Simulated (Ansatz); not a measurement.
**B3LYP/STO-3G run of H3NO (hydroxylamine)**

Aim: the energy change on altering one bond length of H3NO (hydroxylamine) at B3LYP/STO-3G, from 2 runs. 

The results are computed with Ansatz 0.2.0.

51 further runs of the same task are left out: 1 that didn't finish, 50 set aside as unsound or not needed.

## Step 1: The molecule

The species is H3NO (5 atoms), meant as a singlet with charge 0. SMILES: `NO`. The coordinates come from a GFN2-xTB relaxation. This is one conformer, not always the lowest.

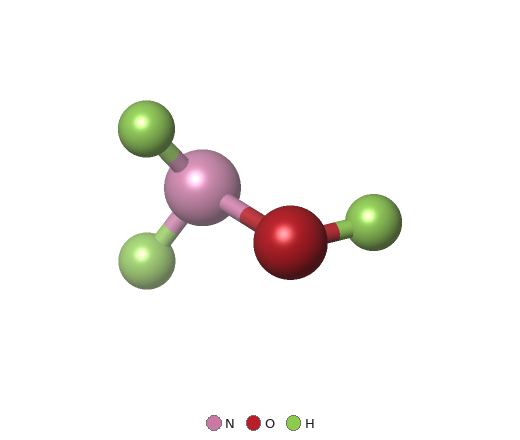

The structure, seen from a chosen angle (nitrogen pink, oxygen red, hydrogen green).

## Step 2: The energy at B3LYP/STO-3G

in.yaml reads:

```yaml
crystal:
  periodic: [false, false, false]
  atoms:
    - {symbol: "N", position_ang: [-0.178910, -0.366440, -0.312920]}
    - {symbol: O, position_ang: [0.371730, 0.674250, 0.501760]}
    - {symbol: H, position_ang: [-0.161770, -1.206140, 0.265260]}
    - {symbol: H, position_ang: [-1.156690, -0.114310, -0.454620]}
    - {symbol: H, position_ang: [1.125640, 1.012630, 0.000530]}
basis:
  gaussian: {orbitals: STO-3G}
hamiltonian: {xc: {name: B3LYP}}
accuracy: high
```

Started as:

```bash
ansatz run in.yaml --threads 1 --pin off --max-ram 2610MiB --events-out events.jsonl --progress --plain --runs-dir runs
```

Log:

```text
Warning: RAYON_NUM_THREADS=1 ignored (pool sized by the plan → 1); use --threads N
Functional definition: B3LYP
  name "B3LYP"
  parameter a0 = 0.2
  parameter ax = 0.72
  parameter ac = 0.81
  exchange = (1 - a0 - ax)*slater_x + ax*b88_x + a0*exact_x
  correlation = (1 - ac)*vwn_rpa_c + ac*lyp_c
209 factors; integrals over basis functions are off by at most 3.8e-8 eV
mean field evaluation 1: about -3534.6688 eV, gradient 9.1e0 eV
mean field evaluation 2: about -3534.9132 eV, gradient 5.5e0 eV
mean field evaluation 4: about -3535.0079 eV, gradient 4.4e-1 eV
mean field evaluation 8: about -3534.9987 eV, gradient 8.8e-4 eV
mean field -3534.99870750 eV, -129.9088063925 hartree, gradient 1.7e-8 eV, S^2 0.000000; 0 other end points of the search recorded, 0 dependent functions left out
reference -3534.99873140 eV, -129.9088072709 hartree; 9, 9 occupied and 4, 4 virtual orbitals, 209 factors
Total energy: -3534.99873140 eV, -129.9088072709 hartree
```

Run time: 0.75 s. Hardware: 1 thread of Arm Neoverse V1, shared host.

## Step 3: The distorted shape, same level

run.yaml reads:

```yaml
crystal:
  periodic: [false, false, false]
  atoms:
    - {symbol: "N", position_ang: [0.065562, -0.429479, -0.277491]}
    - {symbol: O, position_ang: [0.616202, 0.611211, 0.537189]}
    - {symbol: H, position_ang: [0.082702, -1.269179, 0.300689]}
    - {symbol: H, position_ang: [-1.156690, -0.114310, -0.454620]}
    - {symbol: H, position_ang: [1.370112, 0.949591, 0.035959]}
basis:
  gaussian:
    orbitals: STO-3G
hamiltonian:
  xc: {name: B3LYP}
accuracy: high
```

Started as:

```bash
ansatz run run.yaml --threads 1 --pin off --max-ram 2610MiB --events-out events.jsonl --progress --plain --runs-dir runs
```

Log:

```text
Warning: RAYON_NUM_THREADS=1 ignored (pool sized by the plan → 1); use --threads N
[... 7 set-up lines as earlier in the session ...]
209 factors; integrals over basis functions are off by at most 2.7e-8 eV
mean field evaluation 1: about -3534.0980 eV, gradient 8.9e0 eV
mean field evaluation 2: about -3534.2971 eV, gradient 6.2e0 eV
mean field evaluation 4: about -3534.4257 eV, gradient 5.3e-1 eV
mean field evaluation 8: about -3534.4068 eV, gradient 3.3e-3 eV
mean field evaluation 16: about -3534.4068 eV, gradient 2.9e-8 eV
mean field -3534.40683380 eV, -129.8870554353 hartree, gradient 2.9e-8 eV, S^2 0.000000; 0 other end points of the search recorded, 0 dependent functions left out
reference -3534.40685786 eV, -129.8870563195 hartree; 9, 9 occupied and 4, 4 virtual orbitals, 209 factors
Total energy: -3534.40685786 eV, -129.8870563195 hartree
```

Run time: 0.73 s. Hardware: 1 thread of Arm Neoverse V1, shared host.

## Step 4: Outcome

Level: B3LYP/STO-3G.

```
                                                         quantity          value
                                        first shape: total energy  -129.90881 Eh
                                    distorted shape: total energy  -129.88706 Eh
energy change with the N1–H4 bond stretched from 1.020 to 1.275 Å       0.592 eV
```

What this shows: With the N1–H4 bond stretched from 1.020 to 1.275 Å the energy rises by 0.59 eV (57.1 kJ/mol). The first shape isn't relaxed at this level, so the change isn't measured from a minimum. The minimal basis adds a large error of its own.
